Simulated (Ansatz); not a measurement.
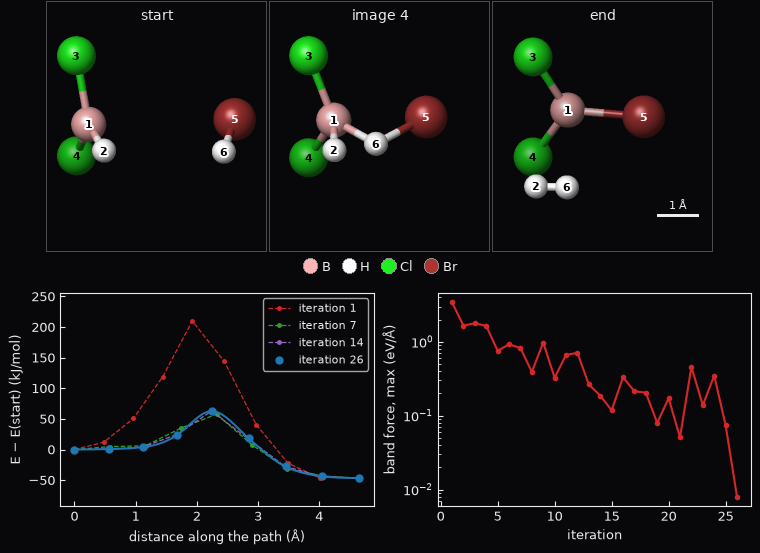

A search for the minimum-energy path of BH2BrCl2, made up of BHCl$_{2}$ and HBr by the nudged elastic band. Images are numbered from 0 (start) to 8 (end). The plot follows the band through its iterations. Style: ball-and-stick. Shown at a tilt.

Method: RKS PBE/def2-SVP in Ansatz 0.2.0. Run with 7 movable images; climbing image; force threshold 0.05 eV/Å; iteration limit 60; starting path through a guess of the saddle point.

How did the profile develop, and is the result final?

The result is final at these settings. The band converged in 26 iterations. The largest component of the band force went from 3.4 to 0.008 eV/Å. The climbing image converged on the top of the path. Its vibrational analysis gives one imaginary mode (542i cm⁻¹), as a transition state must have. The first iteration put the highest image at 209.9 kJ/mol. The energy climbs by 62.7 kJ/mol to image 4 and then falls by 109.3 kJ/mol, so the end point sits at −46.6 kJ/mol.

Limits of the set-up: the start holds two separate molecules, 3.0 Å apart at their closest, whose relative position is a soft coordinate and is computed without a dispersion correction.
